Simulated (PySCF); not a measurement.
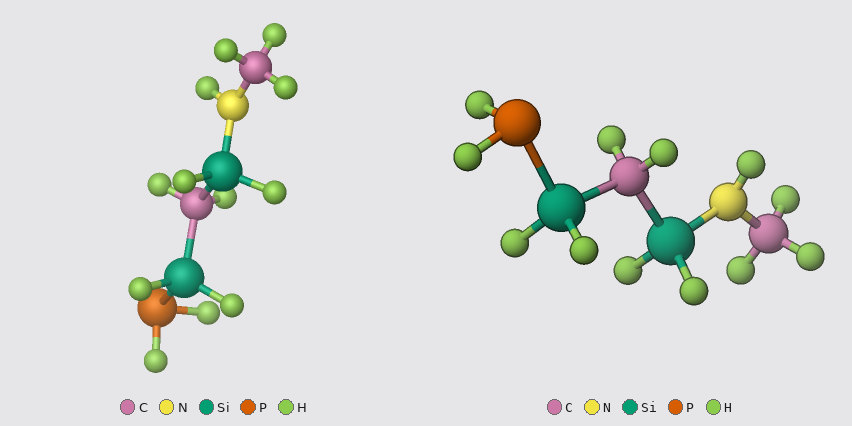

Two views of one molecule.

The geometry was computed by an optimisation with GFN2-xTB. No frequency run is at hand to confirm it as a minimum.

Describe the molecule.

It has 18 atoms: 2 carbon, 12 hydrogen, 1 nitrogen, 1 phosphorus and 2 silicon (C2H12NPSi2). As SMILES it reads `CN[SiH2]C[SiH2]P`. It has no ring. Among its groups: Si–H bond, Si–N bond. The point group is C1. Coordination, clear cases only: 2 C tetrahedral; 2 Si tetrahedral; 1 P trigonal pyramidal.

The parts below concern this one geometry. Atoms keep their numbers from picture to picture.

**Shape**

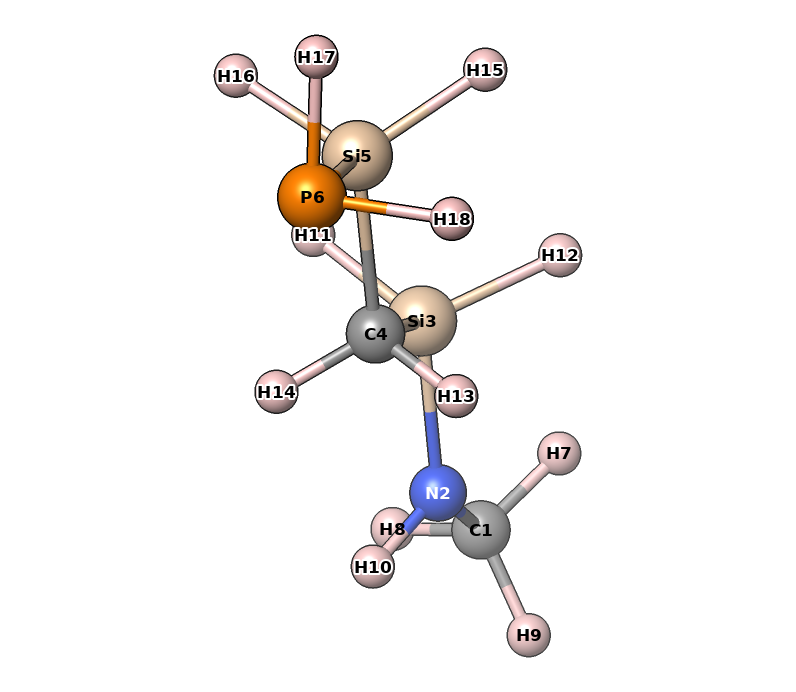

Si3 lies behind C4. The molecule seen a little off the C4–Si3 bond, C4 in front. Distant atoms are faded towards the background colour. No frequency run is at hand to confirm it as a minimum.

> What is the torsion angle Si5–C4–Si3–N2? The sign is positive where the front bond must turn clockwise to cover the back bond.

178°, antiperiplanar (anti). The bonds about C4–Si3 are staggered.

**Dipole moment**

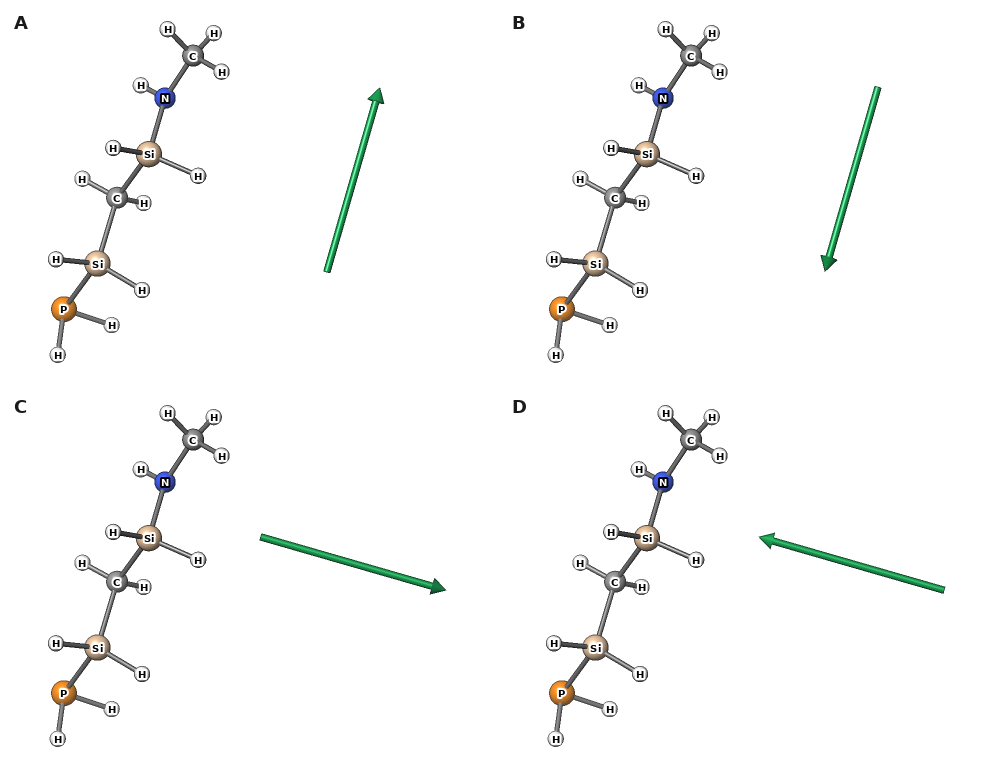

The same molecule four times, each with an arrow. No frequency run is at hand to confirm it as a minimum. Level of theory: CAM-B3LYP/def2-SVPD, gas phase (PySCF 2.14.0).

> Which arrow points along the dipole moment, from the negative to the positive end?

A. The dipole moment is 1.33 D.

**Excitation**

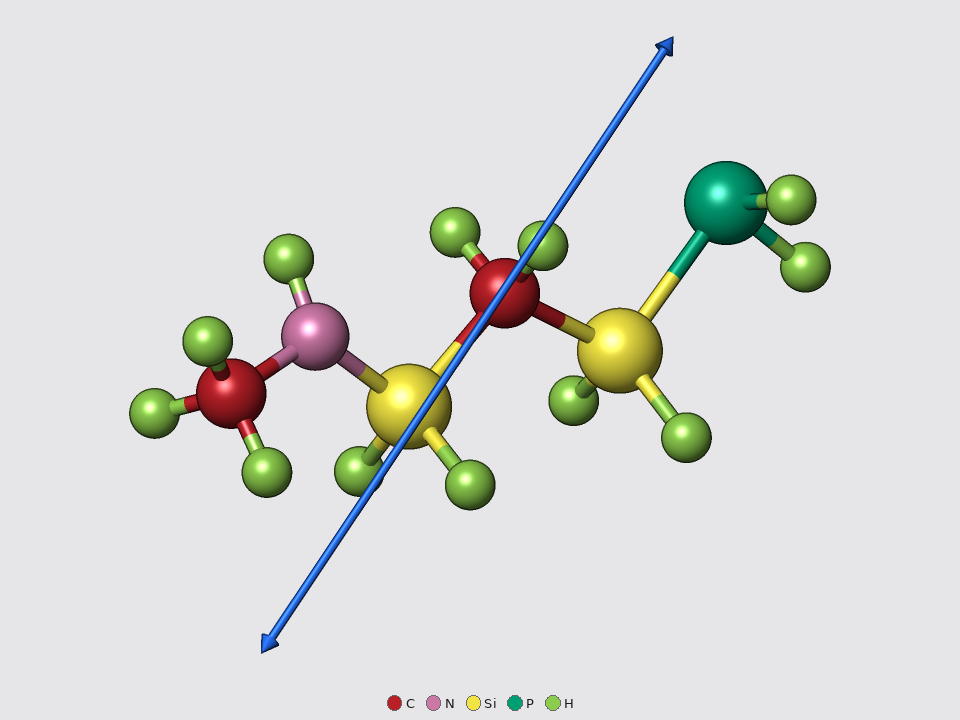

The double arrow shows the direction of the transition dipole to excited singlet state 6 (its length means nothing). No frequency run is at hand to confirm it as a minimum. Properties computed with TDDFT CAM-B3LYP/def2-SVPD, vertical, gas phase, core orbitals frozen in the response (PySCF 2.14.0).

> Give its energy, strength and character.

7.03 eV (176 nm), oscillator strength 0.31, of mixed character, with the largest part HOMO−1 → LUMO (weight 0.21); transition dipole 3.43 D.

**Polarisability**

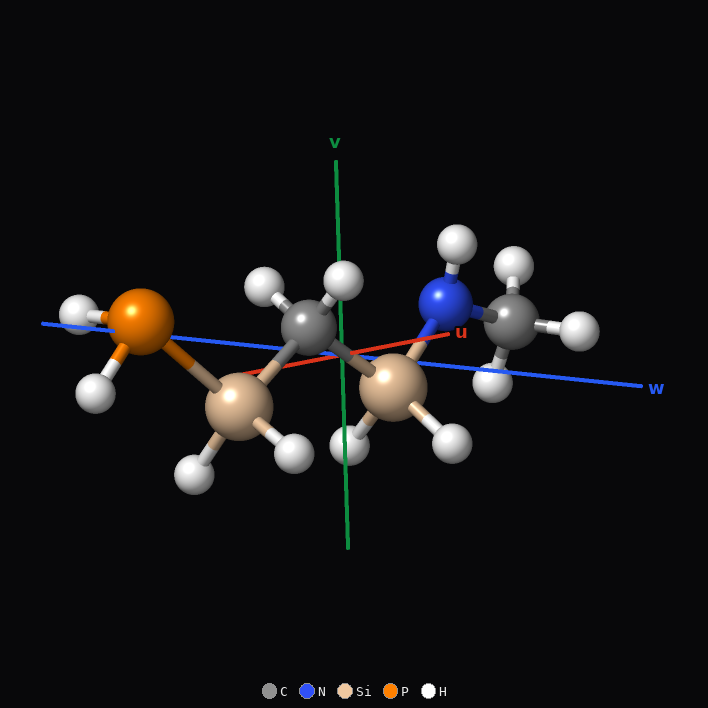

The lines u, v and w are the principal axes of the static dipole polarisability. No frequency run is at hand to confirm it as a minimum. Level of theory: CAM-B3LYP/def2-SVPD (PySCF 2.14.0).

> Along which axis is the molecule most polarisable, and along which least?

Most along w, least along u.

> Give the three principal values.

u 93.2, v 102.8, w 147.5 bohr³; mean 114.5, anisotropy 50.2 bohr³.

The geometry is semi-empirical. Around P, Si such bond lengths and angles can be off by a tenth of an ångström or more and by several degrees, and values that hang on the shape move with them.
